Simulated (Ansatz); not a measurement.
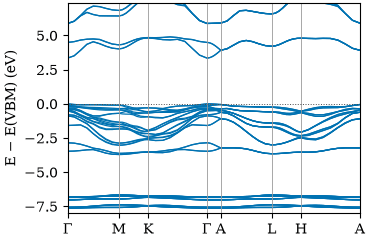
Figure: Band structure from r²SCAN+D4 with spin–orbit coupling in the plane-wave PAW code Ansatz

Problem. Read off the gap and where the band edges lie.

Solution. About 3.4 eV (3.35 eV by a search for the band edges); maximum at Γ, minimum at Γ.

The material is CdBr2 in space group P6_3mc (No. 186; Cd on 2b, Br on 2a, Br on 2b).

The workflow started from a Materials Project entry (that database holds measured and hypothetical structures alike); the Crystallography Open Database files this formula in space group No. 186, but the cells were not matched. Its standing as an ambient phase is unchecked. The r²SCAN+D4 relaxation kept the symmetry of its start; its stability against distortions is not shown here.

Potentials: the later of the program's two PAW sets.
